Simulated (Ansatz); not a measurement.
**Run report: CH6ClNOSi, molecular dynamics (part 2 of 2)**

CH6ClNOSi; UKS revPBE-D4/STO-3G (Ansatz 0.2.0). It belongs to a series of runs on one base structure; here: dynamics from the start.

Geometry of the input (Å):
```
Si -0.4074  -0.3768  1.3325
O  -0.0257  -0.5197  -0.6925
C  -0.2318  0.5480  -1.5627
N  1.2250  -0.6440  1.2830
H  1.0712  -0.6805  -0.0515
H  -1.5423  -1.2648  1.4739
Cl -1.0692  1.4947  1.6818
H  0.2444  1.4652  -1.2020
H  -1.3044  0.7302  -1.6667
H  0.1793  0.2961  -2.5441
H  1.8609  -1.0483  1.9483
```

## What the program printed, continued
```
md step   104: t =    52.00 fs  T =  1566.9 K  F+E_penalty+E_count = -24779.78913035 eV  E_kin = 1.822791 eV  conserved = -24777.96633891 eV  (30 SCF iters, 3 dispersion substeps)
md step   105: t =    52.50 fs  T =  1598.2 K  F+E_penalty+E_count = -24779.82662134 eV  E_kin = 1.859252 eV  conserved = -24777.96736890 eV  (29 SCF iters, 3 dispersion substeps)
md step   106: t =    53.00 fs  T =  1601.5 K  F+E_penalty+E_count = -24779.83132037 eV  E_kin = 1.863057 eV  conserved = -24777.96826381 eV  (29 SCF iters, 3 dispersion substeps)
md step   107: t =    53.50 fs  T =  1566.6 K  F+E_penalty+E_count = -24779.79103292 eV  E_kin = 1.822486 eV  conserved = -24777.96854736 eV  (29 SCF iters, 3 dispersion substeps)
md step   108: t =    54.00 fs  T =  1492.9 K  F+E_penalty+E_count = -24779.70427953 eV  E_kin = 1.736760 eV  conserved = -24777.96751979 eV  (30 SCF iters, 3 dispersion substeps)
md step   109: t =    54.50 fs  T =  1396.8 K  F+E_penalty+E_count = -24779.58992741 eV  E_kin = 1.624924 eV  conserved = -24777.96500310 eV  (30 SCF iters, 3 dispersion substeps)
md step   110: t =    55.00 fs  T =  1311.4 K  F+E_penalty+E_count = -24779.48792433 eV  E_kin = 1.525652 eV  conserved = -24777.96227223 eV  (27 SCF iters, 3 dispersion substeps)
md step   111: t =    55.50 fs  T =  1270.3 K  F+E_penalty+E_count = -24779.43933040 eV  E_kin = 1.477834 eV  conserved = -24777.96149639 eV  (29 SCF iters, 3 dispersion substeps)
md step   112: t =    56.00 fs  T =  1282.6 K  F+E_penalty+E_count = -24779.45545730 eV  E_kin = 1.492055 eV  conserved = -24777.96340236 eV  (29 SCF iters, 3 dispersion substeps)
md step   113: t =    56.50 fs  T =  1325.1 K  F+E_penalty+E_count = -24779.50788436 eV  E_kin = 1.541523 eV  conserved = -24777.96636154 eV  (29 SCF iters, 3 dispersion substeps)
md step   114: t =    57.00 fs  T =  1360.8 K  F+E_penalty+E_count = -24779.55138365 eV  E_kin = 1.583068 eV  conserved = -24777.96831580 eV  (28 SCF iters, 3 dispersion substeps)
md step   115: t =    57.50 fs  T =  1363.0 K  F+E_penalty+E_count = -24779.55413745 eV  E_kin = 1.585588 eV  conserved = -24777.96854930 eV  (28 SCF iters, 3 dispersion substeps)
md step   116: t =    58.00 fs  T =  1325.7 K  F+E_penalty+E_count = -24779.50982980 eV  E_kin = 1.542291 eV  conserved = -24777.96753919 eV  (27 SCF iters, 3 dispersion substeps)
md step   117: t =    58.50 fs  T =  1260.0 K  F+E_penalty+E_count = -24779.43185166 eV  E_kin = 1.465786 eV  conserved = -24777.96606609 eV  (29 SCF iters, 3 dispersion substeps)
md step   118: t =    59.00 fs  T =  1183.8 K  F+E_penalty+E_count = -24779.34185888 eV  E_kin = 1.377159 eV  conserved = -24777.96469947 eV  (28 SCF iters, 3 dispersion substeps)
md step   119: t =    59.50 fs  T =  1114.9 K  F+E_penalty+E_count = -24779.26076740 eV  E_kin = 1.297052 eV  conserved = -24777.96371570 eV  (29 SCF iters, 3 dispersion substeps)
md step   120: t =    60.00 fs  T =  1066.6 K  F+E_penalty+E_count = -24779.20399239 eV  E_kin = 1.240806 eV  conserved = -24777.96318648 eV  (29 SCF iters, 3 dispersion substeps)
md step   121: t =    60.50 fs  T =  1046.0 K  F+E_penalty+E_count = -24779.17997189 eV  E_kin = 1.216902 eV  conserved = -24777.96306979 eV  (30 SCF iters, 3 dispersion substeps)
md step   122: t =    61.00 fs  T =  1055.1 K  F+E_penalty+E_count = -24779.19069041 eV  E_kin = 1.227419 eV  conserved = -24777.96327122 eV  (30 SCF iters, 3 dispersion substeps)
md step   123: t =    61.50 fs  T =  1091.2 K  F+E_penalty+E_count = -24779.23317427 eV  E_kin = 1.269490 eV  conserved = -24777.96368468 eV  (30 SCF iters, 3 dispersion substeps)
md step   124: t =    62.00 fs  T =  1149.2 K  F+E_penalty+E_count = -24779.30113492 eV  E_kin = 1.336899 eV  conserved = -24777.96423591 eV  (30 SCF iters, 3 dispersion substeps)
md step   125: t =    62.50 fs  T =  1221.6 K  F+E_penalty+E_count = -24779.38603260 eV  E_kin = 1.421104 eV  conserved = -24777.96492857 eV  (29 SCF iters, 3 dispersion substeps)
md step   126: t =    63.00 fs  T =  1299.0 K  F+E_penalty+E_count = -24779.47703046 eV  E_kin = 1.511199 eV  conserved = -24777.96583104 eV  (28 SCF iters, 3 dispersion substeps)
md step   127: t =    63.50 fs  T =  1369.5 K  F+E_penalty+E_count = -24779.56014481 eV  E_kin = 1.593189 eV  conserved = -24777.96695589 eV  (28 SCF iters, 3 dispersion substeps)
md step   128: t =    64.00 fs  T =  1418.7 K  F+E_penalty+E_count = -24779.61843302 eV  E_kin = 1.650381 eV  conserved = -24777.96805196 eV  (28 SCF iters, 3 dispersion substeps)
md step   129: t =    64.50 fs  T =  1433.5 K  F+E_penalty+E_count = -24779.63617018 eV  E_kin = 1.667673 eV  conserved = -24777.96849758 eV  (28 SCF iters, 3 dispersion substeps)
md step   130: t =    65.00 fs  T =  1410.2 K  F+E_penalty+E_count = -24779.60812035 eV  E_kin = 1.640500 eV  conserved = -24777.96762017 eV  (28 SCF iters, 3 dispersion substeps)
md step   131: t =    65.50 fs  T =  1361.1 K  F+E_penalty+E_count = -24779.54885682 eV  E_kin = 1.583386 eV  conserved = -24777.96547106 eV  (27 SCF iters, 3 dispersion substeps)
md step   132: t =    66.00 fs  T =  1313.2 K  F+E_penalty+E_count = -24779.49107594 eV  E_kin = 1.527754 eV  conserved = -24777.96332235 eV  (29 SCF iters, 3 dispersion substeps)
md step   133: t =    66.50 fs  T =  1292.8 K  F+E_penalty+E_count = -24779.46675644 eV  E_kin = 1.503963 eV  conserved = -24777.96279294 eV  (27 SCF iters, 3 dispersion substeps)
md step   134: t =    67.00 fs  T =  1306.5 K  F+E_penalty+E_count = -24779.48401953 eV  E_kin = 1.519857 eV  conserved = -24777.96416217 eV  (27 SCF iters, 3 dispersion substeps)
md step   135: t =    67.50 fs  T =  1338.0 K  F+E_penalty+E_count = -24779.52268830 eV  E_kin = 1.556539 eV  conserved = -24777.96614885 eV  (29 SCF iters, 3 dispersion substeps)
md step   136: t =    68.00 fs  T =  1362.1 K  F+E_penalty+E_count = -24779.55200029 eV  E_kin = 1.584606 eV  conserved = -24777.96739447 eV  (28 SCF iters, 3 dispersion substeps)
md step   137: t =    68.50 fs  T =  1361.0 K  F+E_penalty+E_count = -24779.55076210 eV  E_kin = 1.583258 eV  conserved = -24777.96750449 eV  (30 SCF iters, 3 dispersion substeps)
md step   138: t =    69.00 fs  T =  1330.4 K  F+E_penalty+E_count = -24779.51453210 eV  E_kin = 1.547704 eV  conserved = -24777.96682809 eV  (28 SCF iters, 3 dispersion substeps)
md step   139: t =    69.50 fs  T =  1277.0 K  F+E_penalty+E_count = -24779.45145522 eV  E_kin = 1.485578 eV  conserved = -24777.96587729 eV  (30 SCF iters, 3 dispersion substeps)
md step   140: t =    70.00 fs  T =  1211.9 K  F+E_penalty+E_count = -24779.37486105 eV  E_kin = 1.409857 eV  conserved = -24777.96500390 eV  (28 SCF iters, 3 dispersion substeps)
md step   141: t =    70.50 fs  T =  1146.1 K  F+E_penalty+E_count = -24779.29767770 eV  E_kin = 1.333313 eV  conserved = -24777.96436495 eV  (29 SCF iters, 3 dispersion substeps)
md step   142: t =    71.00 fs  T =  1088.0 K  F+E_penalty+E_count = -24779.22969594 eV  E_kin = 1.265717 eV  conserved = -24777.96397927 eV  (28 SCF iters, 3 dispersion substeps)
md step   143: t =    71.50 fs  T =  1042.9 K  F+E_penalty+E_count = -24779.17704687 eV  E_kin = 1.213261 eV  conserved = -24777.96378578 eV  (29 SCF iters, 3 dispersion substeps)
md step   144: t =    72.00 fs  T =  1013.7 K  F+E_penalty+E_count = -24779.14298504 eV  E_kin = 1.179282 eV  conserved = -24777.96370313 eV  (28 SCF iters, 3 dispersion substeps)
md step   145: t =    72.50 fs  T =  1001.7 K  F+E_penalty+E_count = -24779.12904959 eV  E_kin = 1.165362 eV  conserved = -24777.96368803 eV  (29 SCF iters, 3 dispersion substeps)
md step   146: t =    73.00 fs  T =  1007.3 K  F+E_penalty+E_count = -24779.13565896 eV  E_kin = 1.171885 eV  conserved = -24777.96377444 eV  (30 SCF iters, 3 dispersion substeps)
md step   147: t =    73.50 fs  T =  1029.3 K  F+E_penalty+E_count = -24779.16150064 eV  E_kin = 1.197434 eV  conserved = -24777.96406662 eV  (30 SCF iters, 3 dispersion substeps)
md step   148: t =    74.00 fs  T =  1063.6 K  F+E_penalty+E_count = -24779.20200752 eV  E_kin = 1.237381 eV  conserved = -24777.96462632 eV  (29 SCF iters, 3 dispersion substeps)
md step   149: t =    74.50 fs  T =  1103.1 K  F+E_penalty+E_count = -24779.24859561 eV  E_kin = 1.283275 eV  conserved = -24777.96532048 eV  (29 SCF iters, 3 dispersion substeps)
these checks for a lower state are left out or cut short: starts, cluster_reference, orbital_swaps, neighbouring_geometries, increment
548 factors; integrals over basis functions are off by at most 3.1e-5 eV
mean field evaluation 1184: about -24778.5717 eV, gradient 1.3e-4 eV
mean field -24778.57169854 eV, -910.5957144024 hartree, gradient 1.2e-5 eV, S^2 0.000000; 0 other end points of the search recorded, 0 dependent functions left out
the calculation of the forces begins
reference -24778.57172981 eV, -910.5957155514 hartree; 29, 29 occupied and 10, 10 virtual orbitals, 548 factors
548 factors; integrals over basis functions are off by at most 3.1e-5 eV
mean field -24778.57169854 eV, -910.5957144024 hartree, gradient 1.2e-5 eV, S^2 0.000000; 1 other end points of the search recorded, 0 dependent functions left out
the calculation of the forces begins
reference -24778.57172981 eV, -910.5957155514 hartree; 29, 29 occupied and 10, 10 virtual orbitals, 548 factors
md step   150: t =    75.00 fs  T =  1139.0 K  F+E_penalty+E_count = -24779.29077940 eV  E_kin = 1.325000 eV  conserved = -24777.96577901 eV  (27 SCF iters, 3 dispersion substeps)
```

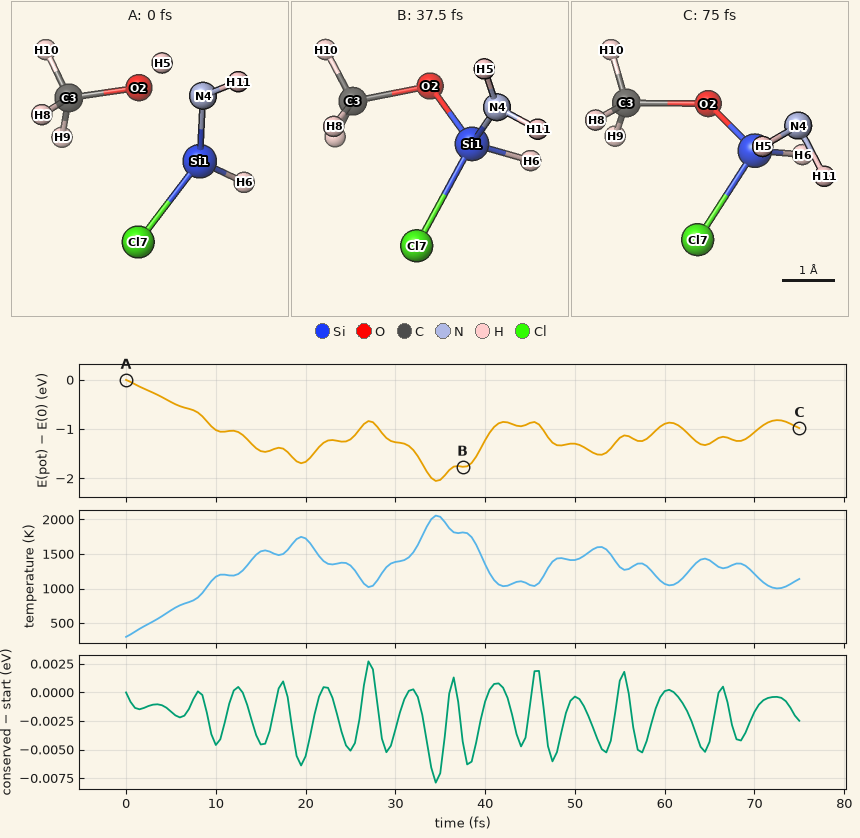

*Frames of the molecular dynamics (ball-and-stick, seen at a tilt) above the curves, on which the letters mark them.*

The trajectory kept here has 151 frames over 75 fs. The temperature starts at 300 K, ranges from 300 to 2057 K and averages 1285 K over the second half. The potential energy ends 0.978 eV below its first value. The conserved quantity stays within 0.011 eV. After an unweighted best fit of the last frame on the first, the root-mean-square displacement is 0.89 Å, and H5 has moved furthest (2.09 Å).

```
Total energy: -24779.29081066 eV, -910.6221412852 hartree
Atom 0 at    -0.244192    -0.426528     0.969388 Å, force     1.508751    -0.732857     2.675770 eV/Å
Atom 1 at    -0.447761    -0.484043    -0.618941 Å, force    -0.220727     2.223806    -6.465318 eV/Å
Atom 2 at    -0.585043     0.712288    -1.669457 Å, force     0.418028    -2.990056     2.153254 eV/Å
Atom 3 at     1.452053    -0.693224     2.028382 Å, force    -2.505716     0.461184     0.093607 eV/Å
Atom 4 at     1.795903     0.318253     2.234420 Å, force     0.228587     0.404299    -1.114120 eV/Å
Atom 5 at    -1.223139    -1.552236     0.997223 Å, force     0.523358    -0.054296     1.621651 eV/Å
Atom 6 at    -0.949317     1.438003     1.610004 Å, force    -0.582647     1.045515     0.681885 eV/Å
Atom 7 at    -0.118509     1.650116    -1.405837 Å, force     0.701328     1.115277     0.821270 eV/Å
Atom 8 at    -1.661492     0.882112    -1.815102 Å, force    -0.591294     0.005736    -0.008805 eV/Å
Atom 9 at    -0.138459     0.374005    -2.614967 Å, force     0.196558    -0.419646    -0.434003 eV/Å
Atom 10 at     0.844370    -0.634402     2.951029 Å, force     0.323774    -1.058962    -0.025190 eV/Å
Dipole moment:     0.042292     0.003802    -0.201940 e Å
```

## Trajectory as extended XYZ (Å, eV, eV/Å), 9 of the 151 frames kept, from step=0 to step=150
```
11
Properties=species:S:1:pos:R:3:forces:R:3 step=0 time_fs=0.0 energy=-24778.31230 temperature=300.0
Si   -0.4074   -0.3768    1.3325    1.1936  -2.1579  -3.3213
O    -0.0257   -0.5197   -0.6925   -0.1231  -3.3260   4.6940
C    -0.2318    0.5480   -1.5627   -0.1441   1.7696  -0.7256
N     1.2250   -0.6440    1.2830   -1.0468   0.8208  -3.0612
H     1.0712   -0.6805   -0.0515    0.6211   0.1700   1.3653
H    -1.5423   -1.2648    1.4739   -0.4606  -0.2503   0.3469
Cl   -1.0692    1.4947    1.6818   -1.0682   2.5255   0.5134
H     0.2444    1.4652   -1.2020    0.3676   1.1627   0.0417
H    -1.3044    0.7302   -1.6667   -0.9678   0.3768  -0.2962
H     0.1793    0.2961   -2.5441    0.3461  -0.1027  -0.9451
H     1.8609   -1.0483    1.9483    1.2823  -0.9884   1.3881
11
Properties=species:S:1:pos:R:3:forces:R:3 step=19 time_fs=9.5 energy=-24779.25492 temperature=1107.1
Si   -0.4201   -0.3990    1.2673   -0.2434  -0.4273  -5.2545
O    -0.0186   -0.5964   -0.6226   -1.6811   1.8681  -0.2740
C    -0.2777    0.6062   -1.5960    0.9277  -1.3672   1.8878
N     1.2366   -0.6198    1.2897   -0.1674   0.2755   0.0666
H     1.5559   -0.7557    0.2855   -0.3025   0.0057   0.4468
H    -1.5994   -1.2355    1.5561    0.4702  -0.2241   0.5078
Cl   -1.0600    1.5092    1.7023   -0.4412   1.3858   0.5590
H     0.2113    1.5647   -1.2832   -0.0054  -0.1570   0.2790
H    -1.3222    0.8461   -1.8423   -0.8622  -0.1551   0.2661
H     0.1995    0.3016   -2.5415    0.2768  -0.2627  -0.3678
H     1.7692   -0.9250    2.0700    2.0285  -0.9416   1.8832
11
Properties=species:S:1:pos:R:3:forces:R:3 step=38 time_fs=19.0 energy=-24779.96579 temperature=1716.6
Si   -0.4353   -0.4376    1.0708    2.4554   0.6776   2.9750
O    -0.0898   -0.6039   -0.5523   -0.8098   1.3134  -3.9423
C    -0.3006    0.5918   -1.5513    0.5743  -1.0864   2.1656
N     1.3255   -0.6222    1.4080   -1.9917   0.3412  -1.7161
H     1.9138   -0.8290    0.5622   -0.5454   0.3354  -0.0929
H    -1.3035   -1.3239    1.9626    0.4605   0.4080  -0.9893
Cl   -1.0624    1.5563    1.7343    0.0691  -0.5636  -0.4040
H     0.1584    1.5805   -1.1950   -0.3632  -0.9751  -0.1095
H    -1.3828    0.7467   -1.7471   -0.2156   0.0650  -0.1344
H     0.2218    0.2557   -2.4760   -0.0880   0.0479  -0.0328
H     1.8813   -0.8914    2.1995    0.4544  -0.5634   2.2807
11
Properties=species:S:1:pos:R:3:forces:R:3 step=56 time_fs=28.0 energy=-24779.26691 temperature=1119.7
Si   -0.3812   -0.4499    0.9488    3.9619   1.9782   5.9245
O    -0.1968   -0.5707   -0.6448    0.5668  -5.5972   1.1531
C    -0.3291    0.4924   -1.4276   -0.4737   5.6834  -3.8380
N     1.3614   -0.6320    1.5410   -4.5507   1.4669  -5.1838
H     2.0618   -0.7447    0.7918    0.7781  -0.0113   0.3222
H    -0.9553   -1.3708    1.8848   -1.3528  -0.7351  -0.2163
Cl   -1.0639    1.5910    1.7568    0.3035  -1.5169  -0.9714
H     0.1156    1.4840   -0.9763   -0.6515  -1.1482  -0.9130
H    -1.4179    0.6767   -1.6917    0.2751   0.4664  -0.0424
H     0.1864    0.2613   -2.4134   -0.0754   0.4229   0.3779
H     1.5829   -0.8535    2.4636    1.2188  -1.0092   3.3873
11
Properties=species:S:1:pos:R:3:forces:R:3 step=75 time_fs=37.5 energy=-24780.07637 temperature=1812.7
Si   -0.2406   -0.4232    0.9794   -2.9599   0.5186  -1.2628
O    -0.2933   -0.7373   -0.7383   -0.1542   2.1989  -0.1803
C    -0.4049    0.5949   -1.4785    1.4268   0.6640   0.5852
N     1.2718   -0.6256    1.6095    1.0478  -0.3308  -0.3649
H     2.2577   -0.5543    1.3696    0.6818   0.5923  -1.4074
H    -1.1946   -1.5003    1.3834    0.5249   0.5851   0.7032
Cl   -1.0583    1.5937    1.7590    0.5740  -1.6518  -0.8075
H     0.0576    1.5025   -0.8919   -0.7272  -1.3912  -0.8694
H    -1.4687    0.8920   -1.7279    0.3868  -0.4220   0.0950
H     0.2061    0.4895   -2.4291   -0.6017   0.0430   0.3779
H     1.2813   -0.8818    2.5640   -0.1992  -0.8060   3.1310
11
Properties=species:S:1:pos:R:3:forces:R:3 step=94 time_fs=47.0 energy=-24779.47703 temperature=1297.2
Si   -0.1753   -0.3767    0.9885   -4.2236  -0.8918  -2.5177
O    -0.3846   -0.8358   -0.8144    0.8414   5.1616   0.2976
C    -0.4484    0.7006   -1.5545    0.4286  -2.0173   1.7005
N     1.2814   -0.6730    1.7709    0.7773  -0.1917  -2.6096
H     2.0964   -0.0744    1.5502    0.4831   0.1300   0.4835
H    -1.2611   -1.3371    1.3844    0.9584   0.3699   0.6723
Cl   -1.0394    1.5581    1.7410    0.5899  -0.8525  -0.7347
H    -0.0232    1.5109   -0.8472   -0.4884  -0.9551  -1.1029
H    -1.5285    0.9254   -1.7532    0.1846  -0.0975   0.2046
H     0.0870    0.7098   -2.5481    0.0055  -0.3476   0.6375
H     1.1187   -0.8684    2.7317    0.4431  -0.3081   2.9689
11
Properties=species:S:1:pos:R:3:forces:R:3 step=112 time_fs=56.0 energy=-24779.45546 temperature=1282.6
Si   -0.2190   -0.3449    0.9365    0.7642  -1.4070   1.9006
O    -0.4336   -0.6965   -0.8687    0.9014   0.4745   2.5602
C    -0.4915    0.6316   -1.5481    0.0586   0.8249   0.4524
N     1.3800   -0.7364    1.9411    0.5802   0.9322  -5.5525
H     1.8514    0.2009    1.9577    1.3306   0.8840  -1.0750
H    -0.9600   -1.1720    1.8655   -1.0520  -0.8856  -0.8168
Cl   -1.0097    1.5060    1.7072    0.1531   0.3751  -0.6583
H    -0.0795    1.4873   -0.9506    0.0166  -0.1838  -0.1271
H    -1.5588    0.8769   -1.7119   -0.3829   0.1840  -0.4296
H     0.0566    0.6336   -2.5152   -0.0270  -0.4230  -0.1827
H     1.2720   -0.7207    2.9304   -2.3427  -0.7753   3.9287
11
Properties=species:S:1:pos:R:3:forces:R:3 step=131 time_fs=65.5 energy=-24779.54886 temperature=1361.1
Si   -0.2603   -0.3581    0.9284    2.0875  -2.0896   1.1965
O    -0.4420   -0.5402   -0.7830   -0.0122  -2.6678   2.7413
C    -0.5550    0.6186   -1.5621    0.7102   1.2280  -1.6775
N     1.4898   -0.7294    2.0390   -1.2297  -0.7958  -5.1236
H     1.8820    0.2520    2.0749    0.2445   1.1385   0.3571
H    -1.0889   -1.3852    1.6311    0.1495   0.2615  -0.7303
Cl   -0.9752    1.4592    1.6574   -0.3629   1.1156   0.1321
H    -0.0767    1.5032   -1.1244    0.2751   0.8736   0.0826
H    -1.5838    0.8826   -1.8542   -0.8737   0.1626   0.1241
H    -0.0308    0.3441   -2.4975    0.2523   0.4784  -0.6779
H     0.7820   -0.6995    2.7676   -1.2405   0.2950   3.5756
11
Properties=species:S:1:pos:R:3:forces:R:3 step=150 time_fs=75.0 energy=-24779.29078 temperature=1139.0
Si   -0.2442   -0.4265    0.9694    1.5088  -0.7329   2.6758
O    -0.4478   -0.4840   -0.6189   -0.2207   2.2238  -6.4653
C    -0.5850    0.7123   -1.6695    0.4180  -2.9901   2.1533
N     1.4521   -0.6932    2.0284   -2.5057   0.4612   0.0936
H     1.7959    0.3183    2.2344    0.2286   0.4043  -1.1141
H    -1.2231   -1.5522    0.9972    0.5234  -0.0543   1.6217
Cl   -0.9493    1.4380    1.6100   -0.5826   1.0455   0.6819
H    -0.1185    1.6501   -1.4058    0.7013   1.1153   0.8213
H    -1.6615    0.8821   -1.8151   -0.5913   0.0057  -0.0088
H    -0.1385    0.3740   -2.6150    0.1966  -0.4196  -0.4340
H     0.8444   -0.6344    2.9510    0.3238  -1.0590  -0.0252
```

## Results in brief

- outcome: finished
- mean temperature over the second half: 1285 K
- trajectory: 150 steps, 75 fs
- ensemble: nve
- temperature in the input: 300.0 K
- time step: 0.5 fs
- potential energy (last step): −24779.2908 eV
- mean-field energy (last step): −24778.5717 eV
- largest force (length of the vector) (last step): 6.841 eV/Å
- wall time: 18 min
- peak memory: 0.13 GiB

So short a trajectory is not equilibrated.
